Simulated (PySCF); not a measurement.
Breaking a bond: SiH, doublet.

Levels of theory: CASSCF(5,5)/cc-pVDZ (PySCF); ROHF/cc-pVDZ (PySCF); UHF/cc-pVDZ (PySCF).

Energies are in kcal/mol, each relative to the lowest point of its own curve near equilibrium.

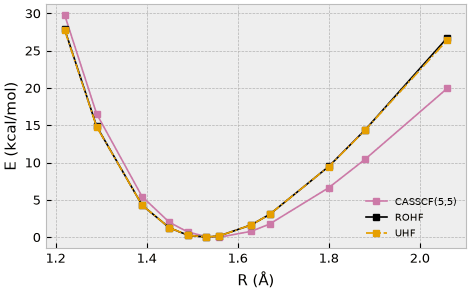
Figure. Energy against bond length for each method.

```csv
R / Å,"CASSCF(5,5)",ROHF,UHF
1.22,29.8,27.9,27.7
1.29,16.6,14.9,14.8
1.39,5.4,4.3,4.3
1.45,2.0,1.3,1.3
1.49,0.7,0.3,0.3
1.53,0.1,0.0,0.0
1.56,0.0,0.2,0.2
1.63,0.8,1.7,1.7
1.67,1.8,3.1,3.0
1.80,6.6,9.5,9.5
1.88,10.5,14.4,14.4
2.06,19.9,26.7,26.4
```

At the longest distance, 2.06 Å, ROHF lies highest above its minimum (26.7 kcal/mol) and CASSCF(5,5) lowest (19.9 kcal/mol).

The scan ran from 1.22 to 6.08 Å; beyond the distances shown one of the unrestricted levels run for this scan, shown here or not, changes its spin distribution in one step. The unrestricted determinant behind UHF is spin-contaminated at 1.22 Å (<S²> up to 0.9, against 0.75 for a pure doublet).
